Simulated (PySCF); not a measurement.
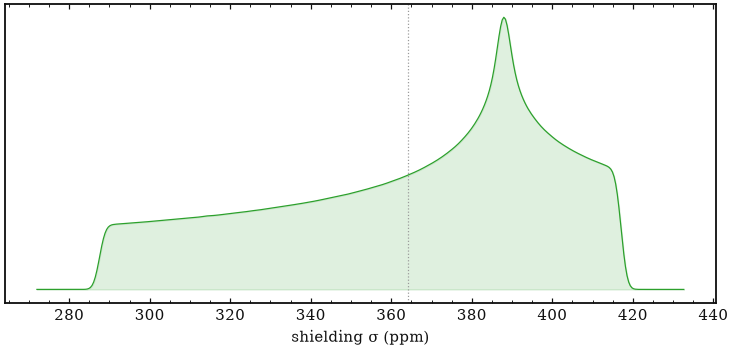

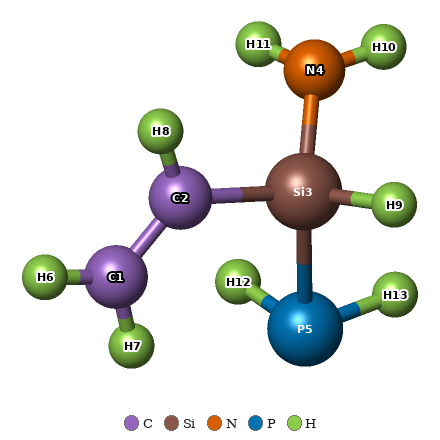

Static powder pattern (²⁹Si) from GIAO shielding tensors of C₂H₈NPSi, SMILES C=C[Si@H](N)P, PBE0/pcSseg-1 with PySCF 2.14.0, at a PBE0-D3(BJ)/def2-SVP geometry (no frequency check); absolute shielding, one fixed geometry of the isolated molecule without any motion, no dipolar terms. The dotted line is the isotropic value; skew is 3(σiso − σ22)/span.

Q: The pattern belongs to Si3. Give the principal values, span and skew.

A: Si3: σ11, σ22, σ33 = 288, 388, 417 ppm, isotropic 364, span 130 ppm, skew −0.55.

Note: one conformer of a flexible molecule.
